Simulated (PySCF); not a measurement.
Run report: C2H7BF2GeO, geometry relaxation

The run: geometry relaxation of C2H7BF2GeO. Method and program: PBE0-D3(BJ)/def2-SVP geometry optimisation, gas phase (PySCF 2.14.0).

It belongs to a series of runs on one base structure; here: H on Ge replaced by CH2OCH3.

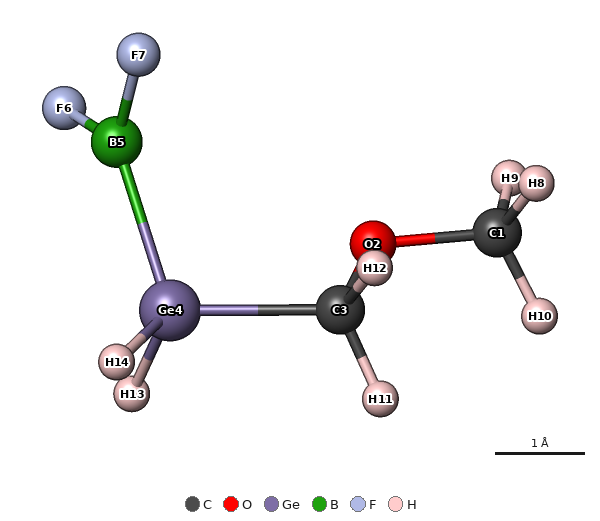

*The starting structure (ball-and-stick view, seen at a tilt; atoms are numbered from 1 in the order of the input). Sticks mark near contacts.*

**Input file**
```
{"job": {"xc": "PBE0", "basis": "def2-SVP", "d3": "d3bj", "grid": 1, "shake": 0.01, "kind": "geom"}, "charge": 0, "multiplicity": 1}
C      2.102660     0.741090    -0.570440
O      0.785450     0.210840    -0.526690
C      0.476740    -0.433380     0.689210
Ge    -1.325030    -1.060470     0.367630
B     -2.388160     0.483040    -0.439030
F     -2.895690     0.490570    -1.641200
F     -2.568770     1.616320     0.217080
H      2.230200     1.534100     0.198450
H      2.190580     1.230130    -1.536540
H      2.844240    -0.011240    -0.433580
H      1.201580    -1.243400     0.902880
H      0.563760     0.276100     1.543840
H     -1.300340    -2.245890    -0.537420
H     -1.924380    -1.602890     1.668450
```

The first line tells a small driver script what to run in PySCF; the rest is the geometry in Å.

Run on 1 CPU thread, shared host.

Command:
```bash
OMP_NUM_THREADS=1 python <driver script> task.json out
```

**The program's output**
```
step   0  E = -2456.06865138  max force = 0.038371
step   1  E = -2456.07371341  max force = 0.008850
step   2  E = -2456.07415060  max force = 0.001721
step   3  E = -2456.07422016  max force = 0.001284
step   4  E = -2456.07425387  max force = 0.001397
step   5  E = -2456.07425357  max force = 0.001365
step   6  E = -2456.07425615  max force = 0.001163
step   7  E = -2456.07426637  max force = 0.000564
step   8  E = -2456.07426426  max force = 0.000292
step   9  E = -2456.07426177  max force = 0.000250
step  10  E = -2456.07426114  max force = 0.000178
optimisation converged
```

**Trajectory as extended XYZ (Å, eV, eV/Å), 11 frames, from step=0 to step=10**
```
14
Properties=species:S:1:pos:R:3:forces:R:3 step=0 energy=-66833.03216
C     2.1027    0.7411   -0.5704   -1.9731   1.1028   0.2487
O     0.7854    0.2108   -0.5267    0.7854   0.1681   0.1162
C     0.4767   -0.4334    0.6892    0.7095   0.5827  -0.1394
Ge   -1.3250   -1.0605    0.3676   -0.3468  -0.2091   0.7172
B    -2.3882    0.4830   -0.4390    0.0248   0.7793   0.2143
F    -2.8957    0.4906   -1.6412   -0.1606  -0.3757  -0.6486
F    -2.5688    1.6163    0.2171    0.0908  -0.0601   0.3440
H     2.2302    1.5341    0.1984    0.0475  -0.2069   0.0126
H     2.1906    1.2301   -1.5365    0.2611   0.0386  -0.4476
H     2.8442   -0.0112   -0.4336    0.9963  -1.0176   0.0997
H     1.2016   -1.2434    0.9029   -0.1430  -0.1613  -0.0109
H     0.5638    0.2761    1.5438   -0.2327  -0.1020  -0.0827
H    -1.3003   -2.2459   -0.5374    0.1102  -0.6355  -0.6847
H    -1.9244   -1.6029    1.6684   -0.1694   0.0967   0.2612
14
Properties=species:S:1:pos:R:3:forces:R:3 step=1 energy=-66833.16991
C     2.0261    0.9554   -0.4649    0.4515  -0.4551  -0.1225
O     0.8163    0.2723   -0.5546   -0.2767  -0.0234   0.1261
C     0.4930   -0.4379    0.6097   -0.1430  -0.2010  -0.0143
Ge   -1.2953   -1.2352    0.3181    0.0258   0.0146  -0.1367
B    -2.3396    0.3611   -0.5047    0.0076  -0.2442   0.0128
F    -2.8225    0.3466   -1.7316    0.0431   0.1138   0.1080
F    -2.5253    1.4553    0.2080   -0.0214   0.0389  -0.1099
H     2.0371    1.6849    0.3629   -0.0265   0.0858   0.0935
H     2.1890    1.4844   -1.4145   -0.0072   0.0248   0.0175
H     2.8714    0.2358   -0.3107   -0.2154   0.3461  -0.0269
H     1.2460   -1.2152    0.8496    0.0381   0.0384  -0.0355
H     0.4197    0.2276    1.4918    0.0428   0.0768   0.0269
H    -1.2401   -2.4572   -0.6315    0.0427   0.1497   0.1081
H    -1.8833   -1.6858    1.6744    0.0385   0.0349  -0.0469
14
Properties=species:S:1:pos:R:3:forces:R:3 step=2 energy=-66833.18181
C     2.0047    0.9527   -0.4700    0.0745  -0.0348  -0.0139
O     0.7939    0.2600   -0.5347    0.0193   0.0360  -0.0567
C     0.4885   -0.4522    0.6303   -0.0291  -0.0404   0.0807
Ge   -1.2910   -1.2402    0.3230   -0.0403  -0.0100  -0.0375
B    -2.3191    0.3506   -0.5144    0.0419  -0.0056  -0.0271
F    -2.7763    0.3679   -1.7490    0.0020  -0.0645   0.0022
F    -2.4998    1.4516    0.1886   -0.0181   0.0452   0.0457
H     2.0120    1.6884    0.3575   -0.0037   0.0160   0.0001
H     2.1397    1.4876   -1.4205   -0.0133   0.0115   0.0035
H     2.8681    0.2693   -0.3270   -0.0885   0.0290  -0.0019
H     1.2513   -1.2227    0.8600    0.0044   0.0128  -0.0118
H     0.4237    0.2200    1.5106    0.0293   0.0008   0.0106
H    -1.2134   -2.4507   -0.6220    0.0323  -0.0026   0.0011
H    -1.8897   -1.6904    1.6698   -0.0107   0.0066   0.0049
14
Properties=species:S:1:pos:R:3:forces:R:3 step=3 energy=-66833.18370
C     1.9942    0.9625   -0.4746   -0.0310   0.0456   0.0156
O     0.7821    0.2706   -0.5264    0.0099   0.0309  -0.0487
C     0.4896   -0.4483    0.6395    0.0102   0.0101   0.0660
Ge   -1.2842   -1.2441    0.3277   -0.0202  -0.0095   0.0238
B    -2.3142    0.3389   -0.5142    0.0302   0.0017  -0.0002
F    -2.7609    0.3345   -1.7524   -0.0251   0.0106  -0.0020
F    -2.5124    1.4432    0.1810   -0.0078  -0.0130  -0.0176
H     2.0119    1.6954    0.3565   -0.0023  -0.0028  -0.0189
H     2.1166    1.5029   -1.4237   -0.0088   0.0029  -0.0018
H     2.8542    0.2786   -0.3446    0.0163  -0.0345   0.0041
H     1.2593   -1.2145    0.8592    0.0058   0.0026  -0.0112
H     0.4311    0.2213    1.5228    0.0144  -0.0150  -0.0032
H    -1.1866   -2.4497   -0.6190    0.0184  -0.0251  -0.0141
H    -1.8881   -1.6995    1.6701   -0.0099  -0.0045   0.0082
14
Properties=species:S:1:pos:R:3:forces:R:3 step=4 energy=-66833.18462
C     1.9776    0.9806   -0.4827   -0.0711   0.0588   0.0168
O     0.7661    0.2871   -0.5174   -0.0206   0.0092   0.0028
C     0.4945   -0.4406    0.6507    0.0191   0.0401   0.0135
Ge   -1.2713   -1.2552    0.3371    0.0085  -0.0132   0.0296
B    -2.3097    0.3162   -0.5157   -0.0160   0.0260   0.0112
F    -2.7576    0.3030   -1.7533   -0.0087  -0.0025  -0.0215
F    -2.5258    1.4208    0.1742    0.0207  -0.0239  -0.0041
H     2.0084    1.7113    0.3500   -0.0033  -0.0085  -0.0148
H     2.0830    1.5248   -1.4316    0.0022  -0.0029  -0.0059
H     2.8359    0.2944   -0.3681    0.0719  -0.0401   0.0015
H     1.2757   -1.1988    0.8563    0.0035  -0.0051  -0.0138
H     0.4421    0.2244    1.5376   -0.0038  -0.0142  -0.0081
H    -1.1462   -2.4584   -0.6106    0.0035  -0.0205  -0.0022
H    -1.8801   -1.7176    1.6756   -0.0057  -0.0033  -0.0050
14
Properties=species:S:1:pos:R:3:forces:R:3 step=5 energy=-66833.18461
C     1.9372    1.0192   -0.4986   -0.0702   0.0392   0.0036
O     0.7323    0.3131   -0.5025   -0.0054  -0.0175   0.0519
C     0.5042   -0.4312    0.6674    0.0152   0.0518  -0.0507
Ge   -1.2462   -1.2818    0.3571    0.0216  -0.0208   0.0235
B    -2.2938    0.2733   -0.5148   -0.0240   0.0338   0.0008
F    -2.7395    0.2448   -1.7533   -0.0040   0.0008  -0.0163
F    -2.5204    1.3834    0.1631    0.0245  -0.0340   0.0069
H     1.9838    1.7474    0.3349   -0.0004  -0.0071   0.0019
H     2.0083    1.5688   -1.4475    0.0127  -0.0071  -0.0090
H     2.8047    0.3395   -0.4116    0.0610  -0.0148  -0.0060
H     1.3069   -1.1734    0.8458    0.0010  -0.0047  -0.0160
H     0.4594    0.2246    1.5606   -0.0212  -0.0075   0.0008
H    -1.0820   -2.4841   -0.5882   -0.0140  -0.0067   0.0178
H    -1.8623   -1.7519    1.6896    0.0031  -0.0054  -0.0093
14
Properties=species:S:1:pos:R:3:forces:R:3 step=6 energy=-66833.18468
C     1.9125    1.0449   -0.5087   -0.0294   0.0051  -0.0005
O     0.7160    0.3245   -0.4994    0.0028  -0.0155   0.0438
C     0.5109   -0.4273    0.6702    0.0084   0.0314  -0.0598
Ge   -1.2305   -1.3011    0.3683    0.0183  -0.0090   0.0016
B    -2.2840    0.2474   -0.5108   -0.0223   0.0159  -0.0099
F    -2.7350    0.2162   -1.7478    0.0088  -0.0023   0.0018
F    -2.5072    1.3587    0.1657    0.0148  -0.0204   0.0115
H     1.9600    1.7731    0.3243    0.0001  -0.0006   0.0066
H     1.9677    1.5946   -1.4587    0.0048  -0.0040  -0.0046
H     2.7907    0.3751   -0.4320    0.0174   0.0092  -0.0055
H     1.3259   -1.1591    0.8349    0.0007  -0.0023  -0.0064
H     0.4656    0.2236    1.5664   -0.0183  -0.0031   0.0064
H    -1.0544   -2.5065   -0.5711   -0.0129  -0.0029   0.0185
H    -1.8456   -1.7722    1.7007    0.0069  -0.0014  -0.0036
14
Properties=species:S:1:pos:R:3:forces:R:3 step=7 energy=-66833.18496
C     1.9056    1.0527   -0.5111   -0.0003  -0.0015  -0.0024
O     0.7140    0.3245   -0.5023    0.0031  -0.0067   0.0143
C     0.5124   -0.4277    0.6662    0.0052   0.0077  -0.0290
Ge   -1.2264   -1.3084    0.3701    0.0065  -0.0043  -0.0106
B    -2.2797    0.2409   -0.5082   -0.0150  -0.0032  -0.0103
F    -2.7341    0.2136   -1.7442    0.0117  -0.0025   0.0087
F    -2.4958    1.3511    0.1716    0.0029  -0.0035   0.0092
H     1.9475    1.7814    0.3218   -0.0009   0.0029   0.0038
H     1.9586    1.6014   -1.4618   -0.0006   0.0015  -0.0010
H     2.7898    0.3899   -0.4336   -0.0083   0.0134  -0.0028
H     1.3306   -1.1559    0.8309    0.0020   0.0014  -0.0006
H     0.4621    0.2228    1.5626   -0.0076  -0.0032   0.0073
H    -1.0544   -2.5174   -0.5649   -0.0051  -0.0046   0.0117
H    -1.8376   -1.7770    1.7049    0.0064   0.0026   0.0016
14
Properties=species:S:1:pos:R:3:forces:R:3 step=8 energy=-66833.18490
C     1.8960    1.0632   -0.5143    0.0113  -0.0005   0.0006
O     0.7106    0.3251   -0.5049    0.0023  -0.0010  -0.0056
C     0.5150   -0.4283    0.6632    0.0016  -0.0053  -0.0054
Ge   -1.2206   -1.3174    0.3726    0.0000  -0.0014  -0.0150
B    -2.2746    0.2316   -0.5055   -0.0059  -0.0124  -0.0044
F    -2.7307    0.2068   -1.7407    0.0092  -0.0022   0.0067
F    -2.4859    1.3413    0.1766   -0.0058   0.0041   0.0061
H     1.9322    1.7924    0.3185   -0.0021   0.0040   0.0007
H     1.9447    1.6116   -1.4654   -0.0049   0.0040   0.0009
H     2.7863    0.4084   -0.4371   -0.0144   0.0106  -0.0011
H     1.3377   -1.1515    0.8274    0.0026   0.0036   0.0003
H     0.4599    0.2216    1.5599    0.0004  -0.0032   0.0053
H    -1.0502   -2.5297   -0.5580    0.0001  -0.0052   0.0060
H    -1.8275   -1.7834    1.7100    0.0056   0.0047   0.0052
14
Properties=species:S:1:pos:R:3:forces:R:3 step=9 energy=-66833.18483
C     1.8899    1.0704   -0.5163    0.0082   0.0034   0.0015
O     0.7086    0.3258   -0.5066    0.0026  -0.0001  -0.0095
C     0.5171   -0.4285    0.6614   -0.0007  -0.0072   0.0023
Ge   -1.2164   -1.3230    0.3740   -0.0005  -0.0005  -0.0129
B    -2.2723    0.2250   -0.5036   -0.0021  -0.0119   0.0016
F    -2.7291    0.2003   -1.7384    0.0064  -0.0011   0.0024
F    -2.4828    1.3346    0.1791   -0.0077   0.0020   0.0029
H     1.9223    1.7996    0.3166   -0.0026   0.0036  -0.0006
H     1.9353    1.6190   -1.4674   -0.0051   0.0046   0.0009
H     2.7837    0.4206   -0.4393   -0.0107   0.0066  -0.0006
H     1.3429   -1.1483    0.8251    0.0024   0.0030  -0.0007
H     0.4596    0.2210    1.5583    0.0032  -0.0028   0.0037
H    -1.0461   -2.5370   -0.5541    0.0016  -0.0048   0.0036
H    -1.8201   -1.7876    1.7134    0.0050   0.0051   0.0054
14
Properties=species:S:1:pos:R:3:forces:R:3 step=10 energy=-66833.18481
C     1.8865    1.0748   -0.5174    0.0009   0.0068   0.0022
O     0.7076    0.3263   -0.5077    0.0024  -0.0013  -0.0070
C     0.5187   -0.4287    0.6603   -0.0015  -0.0035   0.0026
Ge   -1.2136   -1.3261    0.3748    0.0006  -0.0009  -0.0092
B    -2.2717    0.2206   -0.5023   -0.0009  -0.0074   0.0055
F    -2.7287    0.1953   -1.7369    0.0043  -0.0003  -0.0016
F    -2.4830    1.3303    0.1802   -0.0069  -0.0030   0.0009
H     1.9166    1.8040    0.3157   -0.0025   0.0028  -0.0011
H     1.9299    1.6239   -1.4684   -0.0043   0.0042   0.0005
H     2.7822    0.4280   -0.4406   -0.0039   0.0033  -0.0006
H     1.3463   -1.1464    0.8237    0.0021   0.0018  -0.0022
H     0.4601    0.2206    1.5574    0.0038  -0.0027   0.0024
H    -1.0431   -2.5409   -0.5522    0.0015  -0.0044   0.0028
H    -1.8149   -1.7899    1.7156    0.0044   0.0045   0.0047
```

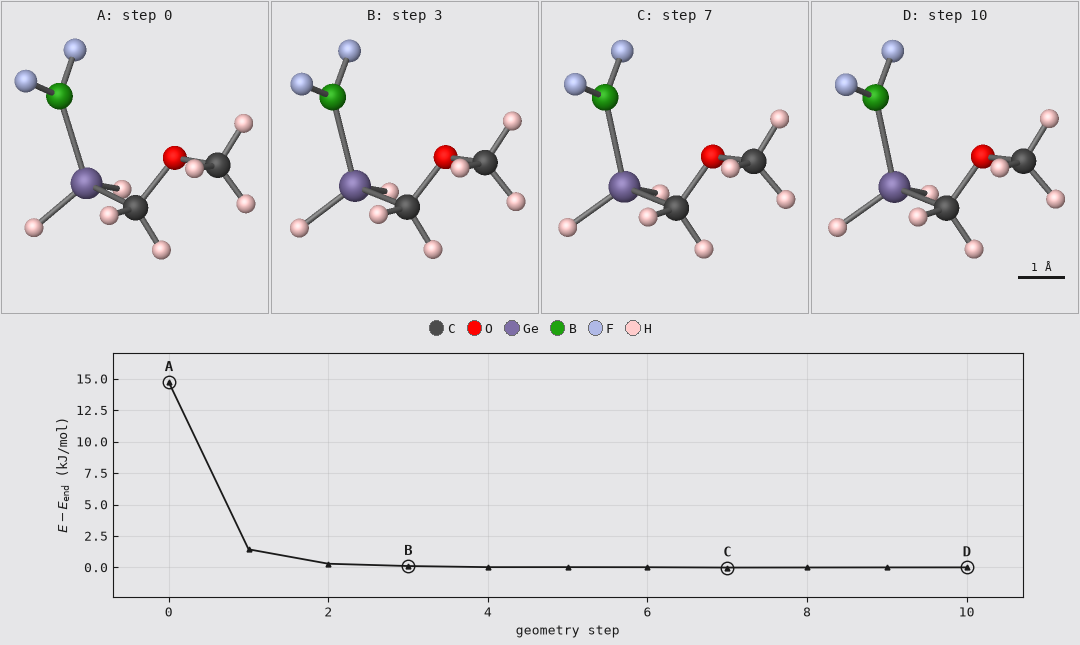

*Frames of the relaxation (ball-and-stick view, seen at a tilt) above the curves, on which the letters mark them (steps are counted from 0).*

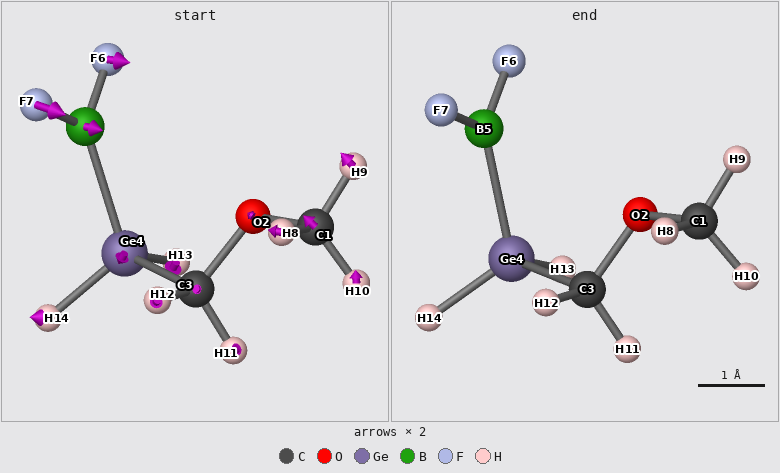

*Before (left) and after (right) the relaxation, at one scale (ball-and-stick view, seen at a tilt). The pink arrows give the displacements, magnified 2 times.*

The largest move after the best rigid fit is that of F7, 0.28 Å. By element the largest moves are F 0.28 Å, H 0.18 Å, B 0.16 Å, C 0.13 Å, Ge 0.12 Å, O 0.05 Å. Distances before and after: Ge4–H13 1.492 → 1.538 Å, C1–H10 1.065 → 1.107 Å, C3–Ge4 1.935 → 1.972 Å, Ge4–B5 2.040 → 2.069 Å. Among the angles that change: C3–Ge4–B5 107.8° → 99.8°, H13–Ge4–H14 103.9° → 109.3°, Ge4–C3–H12 114.0° → 109.7°. After 10 geometry steps the energy has fallen by 14.7 kJ/mol. Largest force component: 2 eV/Å at the start, 0.0092 eV/Å at the end. (Atoms are counted from 1 in the order of the input.)

**Summary**

- outcome: converged
- total energy: −2456.074261 hartree
- dipole moment: 2.18 D
- point group: C1
- wall time: 1.7 min
- peak memory: 0.59 GiB
